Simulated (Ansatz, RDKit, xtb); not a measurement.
# C5H6BNO: which of the isomers drawn lies lowest?, part 2 of 2

A sample of isomers of C5H6BNO is drawn. Aim: find which of them has the lowest free energy at 298.15 K, then its properties. The sample is small against all isomers, and the most stable one of this formula need not be in it.

xtb, Ansatz and PySCF; isolated molecules.

## Step 10: c814a at MP2/def2-TZVPP

Input file input.yaml:

```yaml
crystal:
  periodic: [false, false, false]
  atoms:
    - symbol: C
      position_ang: [-1.396273, 1.729538, 0.390976]
    - symbol: C
      position_ang: [-0.159994, 2.011267, -0.173582]
    - symbol: C
      position_ang: [0.074038, 0.184133, 0.871975]
    - symbol: C
      position_ang: [0.596108, -1.037192, 1.455178]
    - symbol: C
      position_ang: [-0.126274, -1.883835, 2.203758]
    - symbol: B
      position_ang: [-2.730021, 2.444248, 0.376442]
    - symbol: N
      position_ang: [0.747135, 1.044251, 0.131460]
    - symbol: O
      position_ang: [-1.205737, 0.528450, 1.066578]
    - symbol: H
      position_ang: [-3.683523, 1.992759, 0.955581]
    - symbol: H
      position_ang: [-2.808920, 3.480351, -0.233495]
    - symbol: H
      position_ang: [0.096247, 2.876443, -0.784897]
    - symbol: H
      position_ang: [1.649817, -1.219274, 1.232179]
    - symbol: H
      position_ang: [0.320787, -2.790252, 2.617238]
    - symbol: H
      position_ang: [-1.180015, -1.690523, 2.419990]
basis:
  gaussian:
    orbitals: def2-TZVPP
correlation:
  method: mp2
  frozen_orbitals: {O: 1, "N": 1, H: 0, C: 1, B: 1}
```

Launch:

```console
$ ansatz run input.yaml --threads 2 --pin off --max-ram 5220MiB --events-out events.jsonl --progress --plain --runs-dir runs
```

What it wrote:

```text
Warning: RAYON_NUM_THREADS=2 ignored (pool sized by the plan → 2); use --threads N
Functional definition: HF
  name "HF"
  exchange = exact_x
  correlation = 0
2037 factors; integrals over basis functions are off by at most 8.6e-4 eV
mean field evaluation 1: about -9435.3367 eV, gradient 3.9e1 eV
mean field evaluation 2: about -9435.8198 eV, gradient 3.9e1 eV
mean field evaluation 4: about -9440.0665 eV, gradient 5.8e0 eV
mean field evaluation 8: about -9440.1638 eV, gradient 3.3e-1 eV
mean field -9440.16459416 eV, -346.9196500619 hartree, gradient 9.7e-6 eV, S^2 0.000000; 0 other end points of the search recorded, 0 dependent functions left out; unrestricted orbitals would lower it
mean field evaluation 16: about -9440.1167 eV, gradient 2.3e0 eV
8 core orbitals not correlated: weight in the atoms' cores, before any rotation towards them, 1.000 or more for the frozen orbitals, at most 0.000 for the correlated occupied ones
reference -9440.16459416 eV, -346.9196500619 hartree; 20, 20 occupied and 304, 304 virtual orbitals, 2037 factors
second order -35.55085644 eV of doubles, -0.00000000 eV of singles
Total energy: -9475.71545060 eV, -348.2261199390 hartree
```

Wall time 15 s (2 threads of Intel Xeon Platinum 8375C at 2.90GHz (Ice Lake), shared host); peak memory 1.1 GiB.

## Step 11: c034a at CCSD(T)/def2-SVP

Input file input.yaml:

```yaml
crystal:
  periodic: [false, false, false]
  atoms:
    - {symbol: C, position_ang: [-0.513916, -0.620123, 0.650404]}
    - {symbol: C, position_ang: [1.053312, -0.204416, 2.099372]}
    - {symbol: C, position_ang: [-0.564774, 0.708318, 1.080641]}
    - {symbol: C, position_ang: [-1.501597, 1.742149, 0.670415]}
    - {symbol: C, position_ang: [-1.464565, 2.995943, 1.146323]}
    - {symbol: B, position_ang: [-1.332743, -1.439021, -0.320864]}
    - {symbol: N, position_ang: [0.441551, 0.938307, 1.997898]}
    - {symbol: O, position_ang: [0.560205, -1.181876, 1.342330]}
    - {symbol: H, position_ang: [-1.074036, -2.597281, -0.518559]}
    - {symbol: H, position_ang: [-2.250457, -0.909700, -0.894163]}
    - {symbol: H, position_ang: [1.912094, -0.441652, 2.727972]}
    - {symbol: H, position_ang: [-2.255411, 1.441823, -0.061739]}
    - {symbol: H, position_ang: [-2.184301, 3.748301, 0.816353]}
    - {symbol: H, position_ang: [-0.707886, 3.289219, 1.878213]}
basis:
  gaussian:
    orbitals: def2-SVP
correlation:
  method: ccsd_t
  frozen_orbitals: {O: 1, "N": 1, H: 0, C: 1, B: 1}
magnetization:
  spin_polarized: false
  initial_magnetization: 0
```

Launch:

```console
$ ansatz run input.yaml --threads 2 --pin off --max-ram 5220MiB --events-out events.jsonl --progress --plain --runs-dir runs
```

What it wrote, shortened:

```text
Warning: RAYON_NUM_THREADS=2 ignored (pool sized by the plan → 2); use --threads N
[... 2 set-up lines as earlier in the session ...]
[...]
1460 factors; integrals over basis functions are off by at most 1.2e-3 eV
[...]
mean field -9429.38307494 eV, -346.5234365385 hartree, gradient 7.4e-6 eV, S^2 0.000000; 0 other end points of the search recorded, 0 dependent functions left out; unrestricted orbitals would lower it
8 core orbitals not correlated: weight in the atoms' cores, before any rotation towards them, 1.000 or more for the frozen orbitals, at most 0.000 for the correlated occupied ones
reference -9429.38307494 eV, -346.5234365385 hartree; 20, 20 occupied and 114, 114 virtual orbitals, 1460 factors
second order -29.07397999 eV of doubles, -0.00000000 eV of singles
cycle   1  -29.27822515 eV  change   -2.0e-1 eV  update   1.5e-1
[...]
cycle  10  -30.38434407 eV  change   -6.8e-6 eV  update   3.1e-5
perturbative correction -1.26737864 eV, -0.0465753061 hartree
Total energy: -9461.03479765 eV, -347.6866158939 hartree
```

Wall time 40 s (2 threads of Intel Xeon Platinum 8375C at 2.90GHz (Ice Lake), shared host); peak memory 1.3 GiB.

For c814a, c034a, c611a, c172a, c195a, c757a the log finds that unrestricted Hartree-Fock orbitals lie lower, a sign to watch the closed-shell reference there.

## Step 12: Putting it together

Energies in kcal/mol from c814a; G adds the thermal terms to the CCSD(T)/def2-SVP + MP2/def2-TZVPP - MP2/def2-SVP energy. The columns left of the relaxed level are at the tight-binding geometries.

```
label         SMILES     spin  GFN2-xTB  HF/STO-3G  r2SCAN-D4/def2-SVP  B3LYP-D3(BJ)/def2-SVP  HF/def2-SVP  MP2/def2-SVP  CCSD(T)/def2-SVP + MP2/def2-TZVPP - MP2/def2-SVP    G  share at equilibrium     T1
c814a  Bc1cnc(C=C)o1  singlet       0.0        0.0                 0.0                    0.0          0.0           0.0                                               0.0  0.0                76.1 %  0.015
c034a    Bc1ocnc1C=C  singlet       0.9        1.4                 0.9                    0.7          1.6           0.4                                               0.6  0.7                23.4 %  0.015
c611a    Bc1ncoc1C=C  singlet       3.9        3.0                 5.0                    4.2          4.6           3.2                                               3.4  3.3                 0.3 %  0.014
c195a  Bc1coc(C=C)n1  singlet       4.5        3.1                 5.6                    5.1          4.3           3.8                                               3.9  3.6                 0.2 %  0.014
c172a  Bc1ncc(C=C)o1  singlet       2.8        2.6                 4.4                    4.4          7.5           3.9                                               4.8  4.6               < 0.1 %  0.014
c757a  Bc1nc(C=C)co1  singlet       4.6        4.3                 6.7                    6.5          9.2           5.5                                               6.4  6.1               < 0.1 %  0.014
```

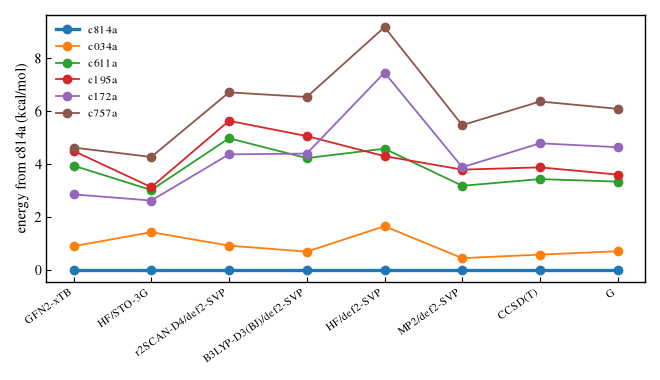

The finalists at each level, measured from c814a.

Lowest found: c814a, `Bc1cnc(C=C)o1`, a singlet. Bond lengths: C1–C2 1.388 Å, C3–C4 1.451 Å, C4–C5 1.341 Å, C1–B6 1.513 Å, C2–N7 1.361 Å, C3–N7 1.320 Å, C1–O8 1.391 Å, C3–O8 1.339 Å, B6–H9 1.203 Å, B6–H10 1.205 Å, C2–H11 1.090 Å, C4–H12 1.092 Å, C5–H13 1.092 Å, C5–H14 1.093 Å. Some angles: C1–C2–N7 111.0°, C2–C1–B6 133.3°, C2–C1–O8 104.5°, B6–C1–O8 122.2°, C3–C4–C5 124.2°, C4–C3–N7 126.2°, C4–C3–O8 120.1°, N7–C3–O8 113.7°, C2–N7–C3 104.4°, C1–O8–C3 106.4°.

```xyz
14

C    -1.3963    1.7295    0.3910
C    -0.1600    2.0113   -0.1736
C     0.0740    0.1841    0.8720
C     0.5961   -1.0372    1.4552
C    -0.1263   -1.8838    2.2038
B    -2.7300    2.4442    0.3764
N     0.7471    1.0443    0.1315
O    -1.2057    0.5284    1.0666
H    -3.6835    1.9928    0.9556
H    -2.8089    3.4804   -0.2335
H     0.0962    2.8764   -0.7849
H     1.6498   -1.2193    1.2322
H     0.3208   -2.7903    2.6172
H    -1.1800   -1.6905    2.4200
```

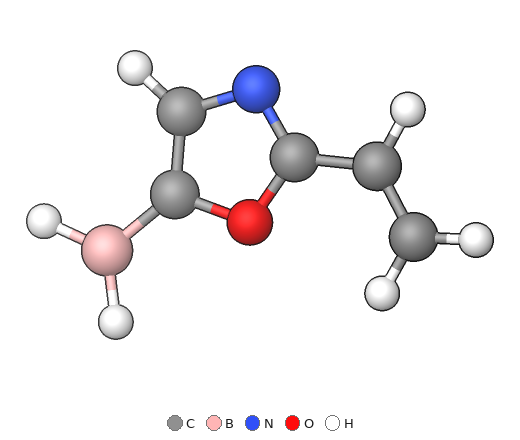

The lowest structure found, seen from a chosen angle (carbon grey, boron pink, nitrogen blue, oxygen red, hydrogen white).

## Step 13: Summary of results

This closing draws on all 2 parts.

| quantity | value |
| --- | --- |
| lowest structure found | Bc1cnc(C=C)o1, singlet |
| next finalist | Bc1ocnc1C=C, singlet, 0.7 kcal/mol higher in G |
| share at equilibrium, among the finalists | 76.1 % |
| funnel | 12 starts, 12 minima at GFN2-xTB, 14 screening runs, 6 relaxed, 6 ranked |
| CPU time of all runs | 19 min |

**Reading.** The lowest structure found is `Bc1cnc(C=C)o1`. Its margin of 0.7 kcal/mol is inside the likely error of CCSD(T)/def2-SVP + MP2/def2-TZVPP - MP2/def2-SVP with harmonic terms (about 1.5 kcal/mol), so the order of the first two is not settled. GFN2-xTB, HF/STO-3G, r2SCAN-D4/def2-SVP, B3LYP-D3(BJ)/def2-SVP, HF/def2-SVP and MP2/def2-SVP already put its bonding pattern lowest among the structures in one piece. The largest share of the time went into the final energies (58 %). Lowest found is not proven lowest: the search is finite, and each finalist counts with one conformer. Only 6 drawn patterns were tried, so whole families of isomers are missing, and the result ranks this sample alone.
